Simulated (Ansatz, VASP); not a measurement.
# Cross-check of BP between VASP and Ansatz

One calculation is typed for both programs; each brings its own data sets. How far apart do they land? Valence electrons are named where the data sets of a main pair hold unlike numbers.

Calculated with Ansatz 0.2.0; plane waves, with VASP 6.6.1 beside it; band structure at PBE and single point at PBE.

## (1) Set-up

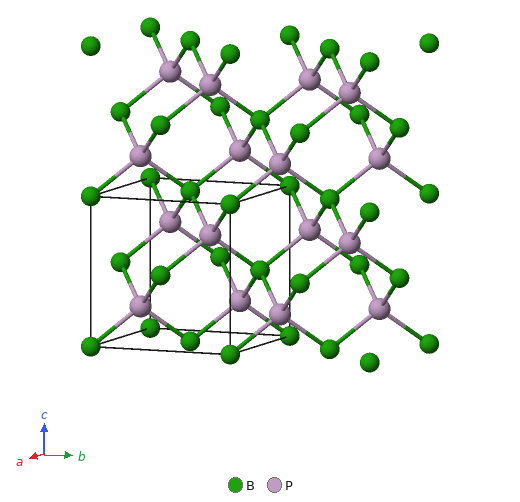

Start, viewed slightly off an axis; boron green, phosphorus pink. 1×2×2 cells are drawn. This picture shows the conventional cell, with its axes. Bonds to atoms that aren't drawn are left out. Some periodic images of atoms are drawn too.

## (2) Ansatz: band structure, PBE

Ansatz runs on its default PAW (the set named soft_2) files.

The same path points are solved in both programs, so levels can be compared one by one.

File input.yaml:

```yaml
crystal:
  lattice:
    - [0.0, 2.269, 2.269]
    - [2.269, 0.0, 2.269]
    - [2.269, 2.269, 0.0]
  atoms:
    - { symbol: B, position: [0.0, 0.0, 0.0] }
    - { symbol: P, position: [0.25, 0.25, 0.25] }
hamiltonian:
  xc: pbe
  pseudopotentials: { kind: paw }
kpoints:
  mp_grid: { grid: [4, 4, 4] }
  band_path:
    path:
      - [0.0, 0.0, 0.0]
      - [0.18182, 0.0, 0.18182]
      - [0.36364, 0.0, 0.36364]
      - [0.40909, 0.0, 0.40909]
      - [0.5, 0.0, 0.5]
      - [0.5, 0.09091, 0.59091]
      - [0.5, 0.18182, 0.68182]
      - [0.5, 0.25, 0.75]
      - [0.45455, 0.29545, 0.75]
      - [0.40909, 0.34091, 0.75]
      - [0.375, 0.375, 0.75]
      - [0.20455, 0.20455, 0.40909]
      - [0.06818, 0.06818, 0.13636]
      - [0.04545, 0.04545, 0.04545]
      - [0.22727, 0.22727, 0.22727]
      - [0.40909, 0.40909, 0.40909]
      - [0.51136, 0.47727, 0.51136]
      - [0.55682, 0.38636, 0.55682]
      - [0.60227, 0.29545, 0.60227]
      - [0.61364, 0.25, 0.63636]
      - [0.56818, 0.25, 0.68182]
      - [0.51136, 0.25, 0.73864]
      - [0.5, 0.29545, 0.70455]
      - [0.5, 0.38636, 0.61364]
      - [0.5, 0.47727, 0.52273]
      - [0.47727, 0.47727, 0.54545]
      - [0.43182, 0.43182, 0.63636]
      - [0.38636, 0.38636, 0.72727]
      - [0.60227, 0.20455, 0.60227]
      - [0.55682, 0.11364, 0.55682]
      - [0.5, 0.0, 0.5]
    npoints: 1
scf:
  occupations: { method: gaussian, width: 0.01 }
  n_extra_bands: 7
output:
  forces: true
  stress: true
  eigenvalues: true
```

Started as:

```sh
ansatz run input.yaml --threads 2 --pin off --max-ram 4608MiB --backend cpu --events-out ev --progress --plain --runs-dir out
```

Numbers of over 12 decimals in the logs are rounded to 6 here.

Log:

```text
scf.n_extra_bands = 7 over 4 filled bands (N_el = 8.0): the run solves 11 bands
Engine: ansatz 0.2.0, aarch64-unknown-linux-gnu
Pseudopotentials: kind: paw
Pseudopotential: B, paw, valence charge 3, recommended cutoff 420 eV (normal), B.paw.azcp
Pseudopotential: P, paw, valence charge 5, recommended cutoff 420 eV (normal), P.paw.azcp
Functional definition: PBE
  parameter kappa = 0.804
  parameter beta = 0.066725
  exchange = pbe_x(kappa = kappa, mu = beta*pi^2/3)
  correlation = pbe_c(beta = beta)
Crystal: 2 atoms, lattice volume = 23.363 Å³
Basis set: ecut = 420 eV, 459 PW (Γ), exchange–correlation on 48×48×48 points (8 copies of the dense FFT grid, shifted against one another)
Bands: 11, of which v1, the nominal top of the filled ones, is band 4 counted from 1 (3 counted from 0)
Symmetry: 24 space group operations
Space group: F-43m (ITA 216), of the structure as read, at distance tolerance 2.9e-5 Å
k-points: 8 of 64 (time reversal used)
Non-local potential: B, projectors of the file, l = 0: 2, l = 1: 2, l = 2: 1
Non-local potential: P, projectors of the file, l = 0: 2, l = 1: 2, l = 2: 2
PAW form: soft (Blöchl's): semilocal exchange-correlation on the pseudo side does not see the compensation charge
PAW one-centre angular grid: B, 110 points (default); XC on 64 Gauss nodes
PAW one-centre angular grid: P, 110 points (default); XC on 64 Gauss nodes
Initial density: superposition of atomic densities (neutral atoms: chi_scale 0, normalization atom), corrected by the library's trained network
Initial wavefunctions: pseudopotential atomic-orbital guess
Functional: x = pbe(κ = 0.804, μ = 0.219515), c = pbe(β = 0.066725)
SCF iter   1: F=—  HF=-912.275779 eV  |F-HF|=—  |Δ(HF+E_count)|=         —  Δρ=2.05e-3  dr2=1.11e-3  ethr=1.77e-3  ⟨swp⟩=6.1  Hψ=694  notcnv=0
preconditioner: auto → none  [insulator: Δε(μ)=1.332 eV  Ē_g=16.107 eV  σ=0.010 eV  W_gap=1.00  n_scr=0 (ndim 8)  ℏωp=21.7 eV  f_vac=0.000  D(μ)=0.00/eV (n_scr^D=0)  ε∞_Penn≈2.8]
SCF iter   2: F=—  HF=-912.275501 eV  |F-HF|=—  |Δ(HF+E_count)|=   2.78e-4  Δρ=1.13e-3  dr2=3.33e-4  ethr=1.38e-5  ⟨swp⟩=2.1  Hψ=216  notcnv=0  defer=20
SCF iter   3: F=—  HF=-912.275448 eV  |F-HF|=—  |Δ(HF+E_count)|=   5.31e-5  Δρ=4.04e-4  dr2=3.93e-5  ethr=4.16e-6  ⟨swp⟩=2.5  Hψ=131  notcnv=0  defer=20
SCF iter   4: F=—  HF=-912.275449 eV  |F-HF|=—  |Δ(HF+E_count)|=   3.54e-7  Δρ=1.47e-4  dr2=5.60e-6  ethr=4.91e-7  ⟨swp⟩=2.0  Hψ=96  notcnv=0  defer=20
SCF iter   5: F=—  HF=-912.275448 eV  |F-HF|=—  |Δ(HF+E_count)|=   7.10e-7  Δρ=3.15e-5  dr2=3.05e-7  ethr=7.00e-8  ⟨swp⟩=2.4  Hψ=96  notcnv=0  defer=20
SCF iter   6: F=-912.275448 eV  HF=-912.275448 eV  |F-HF|=1.38e-8  |Δ(HF+E_count)|=   8.26e-8  Δρ=7.77e-6  dr2=1.86e-8  ethr=1.25e-9  ⟨swp⟩=8.1  Hψ=457  notcnv=0
SCF 1 converged in 6 iterations: F = -912.275448 eV  dr2 = 1.86e-8
  greatest PAW one-centre occupation: 0.770 electrons in one spin orbital (limit 2), on the P atom at site 1 (counted from 0), in its partial waves of l = 0
NSCF: frozen V_eff on 31 k-points
SCF converged after 6 iterations
Free energy (F): -912.275448 eV
Harris-Foulkes:  -912.275448 eV  (|F-HF|=1.38e-8)
Internal energy: -912.275448 eV  (E = F + TS)
E sigma→0 (E₀):  -912.275448 eV
Fermi energy:    9.962890 eV
--- Per-component energies (eV) ---
  E_band       = 22.601276
  E_kinetic    = 122.456069
  E_local      = -68.474921  (includes V_loc(G=0)·N_el)
  E_nonlocal   = 44.849782
  E_hartree    = 17.318764
  E_xc         = -94.959769
  E_vxc        = -100.653259  (∫ρ·V_xc dr)
  E_paw        = -647.973857  (= ΣΔE_a)
  E_vpaw       = -10.213777  (= ΣTr[D̂ρ^β])
  E_aug_tail   = 0.000000  (compensation charges beyond the density's cutoff)
  E_ewald      = -285.491518
  E_smearing   = -0.000000  (= −TS)
  E_closure    = -0.000000  (closes the sum)
  Σ components = -912.275448   (vs F -912.275448, Δ=0.00e0)
--- Forces (eV/Å), atoms counted from 1 ---
  atom   1  B      0.00000000    -0.00000000    -0.00000000
  atom   2  P     -0.00000000     0.00000000    -0.00000000
  max |Σ_I F_I| component: 3.33e-16 eV/Å
--- Stress (GPa, compression-positive) ---
        2.228790      -0.000000      -0.000000
        0.000000       2.228790       0.000000
       -0.000000       0.000000       2.228790
  P = ⅓ Tr σ = 2.2288 GPa (22.288 kbar)
--- Band table (eV; the first three rows and the last of 8) ---
  k-point 0: bands = [-6.1656, 9.3052, 9.3052, 9.3052, 12.6914, 12.6914, 12.6914, 16.6782, ... 3 higher]
  k-point 1: bands = [-5.0600, 4.4523, 8.1856, 8.1856, 13.2941, 14.0501, 14.0501, 18.9095, ... 3 higher]
  k-point 2: bands = [-2.8392, 0.2591, 7.5440, 7.5440, 13.0734, 13.9938, 13.9938, 19.4136, ... 3 higher]
  k-point 7: bands = [-1.0340, 1.2421, 3.6173, 3.8249, 14.6185, 16.0465, 16.5339, 16.7313, ... 3 higher]
```

It took 0.8 s on 2 threads of Arm Neoverse V1, shared host; peak memory 0.24 GiB.

## (3) VASP: band structure, PBE

The same cell, functional, mesh and smearing now go to VASP, with its own data sets.

Lines of VASP's logs that name or quote its potential files are left out, and so is its time.

File INCAR:

```
SYSTEM = BP
PREC = Accurate
ENCUT = 340
EDIFF = 1E-08
NELM = 100
ISMEAR = 0
SIGMA = 0.01
LREAL = .FALSE.
ALGO = Normal
GGA = PE
NBANDS = 10
LORBIT = 11
LWAVE = .TRUE.
LCHARG = .FALSE.
KPAR = 8
```

File POSCAR:

```
BP
1.0
    0.0000000000      2.2690000000      2.2690000000
    2.2690000000      0.0000000000      2.2690000000
    2.2690000000      2.2690000000      0.0000000000
B P
1 1
Direct
    0.0000000000      0.0000000000      0.0000000000
    0.2500000000      0.2500000000      0.2500000000
```

File KPOINTS:

```
Automatic mesh
0
Gamma
4 4 4
0 0 0
```

File KPOINTS_OPT:

```
Line mode
12
Line-mode
Reciprocal
  0.00000000   0.00000000   0.00000000 GAMMA
  0.50000000   0.00000000   0.50000000 X

  0.50000000   0.00000000   0.50000000 X
  0.50000000   0.25000000   0.75000000 W

  0.50000000   0.25000000   0.75000000 W
  0.37500000   0.37500000   0.75000000 K

  0.37500000   0.37500000   0.75000000 K
  0.00000000   0.00000000   0.00000000 GAMMA

  0.00000000   0.00000000   0.00000000 GAMMA
  0.50000000   0.50000000   0.50000000 L

  0.50000000   0.50000000   0.50000000 L
  0.62500000   0.25000000   0.62500000 U

  0.62500000   0.25000000   0.62500000 U
  0.50000000   0.25000000   0.75000000 W

  0.50000000   0.25000000   0.75000000 W
  0.50000000   0.50000000   0.50000000 L

  0.50000000   0.50000000   0.50000000 L
  0.37500000   0.37500000   0.75000000 K

  0.62500000   0.25000000   0.62500000 U
  0.50000000   0.00000000   0.50000000 X
```

The projector-augmented-wave data sets are B_GW and P_GW (PBE family, release 64).

Started as:

```sh
mpirun -np 8 vasp_std
```

Log:

```text
[banner, memory and clock lines left out]
running    8 mpi-ranks, on    1 nodes
 distrk:  each k-point on    1 cores,    8 groups
 distr:  one band on    1 cores,    1 groups

 POSCAR found type information on POSCAR B P
 POSCAR found :  2 types and       2 ions
|                                                                             |
|           W    W    AA    RRRRR   N    N  II  N    N   GGGG   !!!           |
|           W    W   A  A   R    R  NN   N  II  NN   N  G    G  !!!           |
|           W    W  A    A  R    R  N N  N  II  N N  N  G       !!!           |
|           W WW W  AAAAAA  RRRRR   N  N N  II  N  N N  G  GGG   !            |
|           WW  WW  A    A  R   R   N   NN  II  N   NN  G    G                |
|           W    W  A    A  R    R  N    N  II  N    N   GGGG   !!!           |
|                                                                             |
|     For optimal performance we recommend to set                             |
|       NCORE = 2 up to number-of-cores-per-socket                            |
|     NCORE specifies how many cores store one orbital (NPAR=cpu/NCORE).      |
|     This setting can greatly improve the performance of VASP for DFT.       |
|     The default, NCORE=1 might be grossly inefficient on modern             |
|     multi-core architectures or massively parallel machines. Do your        |
|     Unfortunately you need to use the default for GW and RPA                |
|     calculations (for HF NCORE is supported but not extensively tested      |
|     yet).                                                                   |
|                                                                             |

 LDA part: xc-table for (Slater+PW92), standard interpolation
 POSCAR, INCAR and KPOINTS ok, starting setup
 FFT: planning ... GRIDC
 FFT: planning ... GRID_SOFT
 FFT: planning ... GRID
 WAVECAR not read
 entering main loop
       N       E                     dE             d eps       ncg     rms          rms(c)
DAV:   1     0.839094276358E+01    0.83909E+01   -0.36898E+03   160   0.610E+02
DAV:   2    -0.130440273022E+02   -0.21435E+02   -0.20986E+02   262   0.126E+02
DAV:   3    -0.134956811477E+02   -0.45165E+00   -0.45129E+00   208   0.164E+01
DAV:   4    -0.135027519032E+02   -0.70708E-02   -0.70698E-02   240   0.223E+00
DAV:   5    -0.135027930522E+02   -0.41149E-04   -0.41148E-04   200   0.128E-01    0.459E+00
DAV:   6    -0.128394779996E+02    0.66332E+00   -0.16377E+00   244   0.722E+00    0.211E+00
DAV:   7    -0.127427866776E+02    0.96691E-01   -0.21813E-01   246   0.274E+00    0.815E-01
DAV:   8    -0.127324064129E+02    0.10380E-01   -0.32634E-02   204   0.110E+00    0.963E-02
DAV:   9    -0.127328165815E+02   -0.41017E-03   -0.88494E-04   224   0.214E-01    0.493E-02
DAV:  10    -0.127329974081E+02   -0.18083E-03   -0.24989E-04   188   0.121E-01    0.120E-02
DAV:  11    -0.127329979486E+02   -0.54052E-06   -0.16882E-05   230   0.259E-02    0.413E-03
DAV:  12    -0.127329992317E+02   -0.12831E-05   -0.20973E-06   186   0.120E-02    0.655E-04
DAV:  13    -0.127329991320E+02    0.99717E-07   -0.63850E-08   254   0.167E-03    0.265E-04
DAV:  14    -0.127329991307E+02    0.13294E-08   -0.64331E-09   166   0.566E-04
   1 F= -.12732999E+02 E0= -.12732999E+02  d E =-.288642E-17
 Start KPOINTS_OPT (optional k-point list driver)
k-point batch [1-8\120]
       N       E                     dE             ncg
DAV:   1     0.332585793205E+03   -0.55275E+03      160
DAV:   2     0.142990531680E+03   -0.18960E+03      276
DAV:   3     0.138844120663E+03   -0.41464E+01      200
DAV:   4     0.138807647104E+03   -0.36474E-01      260
DAV:   5     0.138807454994E+03   -0.19211E-03      198
DAV:   6     0.138807450728E+03   -0.42657E-05      256
DAV:   7     0.138807450694E+03   -0.34605E-07      208
DAV:   8     0.138807450694E+03   -0.18068E-09      224
[...]
k-point batch [113-120\120]
       N       E                     dE             ncg
DAV:   1     0.166394981076E+03   -0.22839E+04      160
DAV:   2     0.179949995946E+02   -0.14840E+03      266
DAV:   3     0.143282416680E+02   -0.36668E+01      240
DAV:   4     0.143119638439E+02   -0.16278E-01      260
DAV:   5     0.143116405052E+02   -0.32334E-03      220
DAV:   6     0.143116391745E+02   -0.13307E-05      260
DAV:   7     0.143116391593E+02   -0.15194E-07      202
DAV:   8     0.143116391591E+02   -0.14283E-09      292
 writing wavefunctions
```

OUTCAR, selected parts (step 3):

```text
ion  position               nearest neighbor table
   1  0.000  0.000  0.000-   2 1.97   2 1.97   2 1.97   2 1.97
   2  0.250  0.250  0.250-   1 1.97   1 1.97   1 1.97   1 1.97

  LATTYP: Found a face centered cubic cell.
 ALAT       =     4.5380000000

 Subroutine GETGRP returns: Found 24 space group operations
 (whereof 24 operations were pure point group operations)

The static configuration has the point symmetry T_d .

 Found      8 irreducible k-points:

   k-points           NKPTS =      8   k-points in BZ     NKDIM =      8   number of bands    NBANDS=     10

   dimension x,y,z NGX =    20 NGY =   20 NGZ =   20
   dimension x,y,z NGXF=    40 NGYF=   40 NGZF=   40

   ENCUT  =  340.0 eV  24.99 Ry    5.00 a.u.   4.82  4.82  4.82*2*pi/ulx,y,z

   NELECT =       8.0000    total number of electrons

 k-points in reciprocal lattice and weights: Automatic mesh
   0.00000000  0.00000000  0.00000000       0.016
   0.25000000  0.00000000  0.00000000       0.125
   0.50000000  0.00000000  0.00000000       0.062
   0.25000000  0.25000000  0.00000000       0.094
   0.50000000  0.25000000  0.00000000       0.375
  -0.25000000  0.25000000  0.00000000       0.188
   0.50000000  0.50000000  0.00000000       0.047
  -0.25000000  0.50000000  0.25000000       0.094

 average (electrostatic) potential at core
       1 -25.0217       2 -72.6536

 E-fermi :   7.2312

 k-point     1 :       0.0000    0.0000    0.0000
  band No.  band energies     occupation
      1      -8.3012      2.00000
      2       7.1745      2.00000
      3       7.1745      2.00000
      4       7.1745      2.00000
      5      10.5606      0.00000
      6      10.5606      0.00000
      7      10.5606      0.00000
      8      14.5486      0.00000
      9      18.6861      0.00000
    ...

 k-point     2 :       0.2500    0.0000    0.0000
  band No.  band energies     occupation
      1      -7.1949      2.00000
      2       2.3209      2.00000
      3       6.0560      2.00000
      4       6.0560      2.00000
      5      11.1625      0.00000
      6      11.9202      0.00000
      7      11.9202      0.00000
      8      16.7895      0.00000
      9      18.0513      0.00000
    ...

 k-point     3 :       0.5000    0.0000    0.0000
  band No.  band energies     occupation
      1      -4.9732      2.00000
      2      -1.8732      2.00000
      3       5.4150      2.00000
      4       5.4150      2.00000
      5      10.9403      0.00000
      6      11.8630      0.00000
      7      11.8630      0.00000
      8      17.2987      0.00000
      9      21.6485      0.00000
    ...

  Total        0.2388620      0.2388620      0.2388620     -0.0000000      0.0000000     -0.0000000
  in kB       16.3803887     16.3803887     16.3803887     -0.0000000      0.0000000     -0.0000000
  external PRESSURE =      16.3803887 kB  Pullay stress =       0.0000000 kB

  energy-cutoff  :      340.00
  volume of cell :       23.36
      direct lattice vectors                 reciprocal lattice vectors
     0.000000000  2.269000000  2.269000000    -0.220361393  0.220361393  0.220361393
     2.269000000  0.000000000  2.269000000     0.220361393 -0.220361393  0.220361393
     2.269000000  2.269000000  0.000000000     0.220361393  0.220361393 -0.220361393

 POSITION                                       TOTAL-FORCE (eV/Angst)
 -----------------------------------------------------------------------------------
      0.00000      0.00000      0.00000         0.000000      0.000000      0.000000
      1.13450      1.13450      1.13450        -0.000000     -0.000000     -0.000000
 -----------------------------------------------------------------------------------
    total drift:                               -0.000000     -0.000000     -0.000000

  FREE ENERGIE OF THE ION-ELECTRON SYSTEM (eV)
  ---------------------------------------------------
  free  energy   TOTEN  =       -12.7329991307 eV

  energy  without entropy=      -12.7329991307  energy(sigma->0) =      -12.73299913

 total charge
# of ion       s       p       d       tot
------------------------------------------
    1        0.628   1.223   0.000   1.851
    2        1.076   1.794   0.142   3.013
--------------------------------------------------
tot          1.705   3.017   0.142   4.864

[... 3 further parts left out ...]
```

The run ends at a pressure of 1.64 GPa.

(Continued in part 2 of 2.)

[Lines on the potential files, build, host, timing and source positions are cut from VASP's logs without a mark.]

[Logs are printed without paths, hosts, clocks, repeated set-up lines and the standing remarks that a program may print on its own settings, such as how far it seeks lower states.]

[Hosts, paths, dates, database ids (printed as entryN), source tags and the programs' standing remarks are cut or masked in the printed files.]
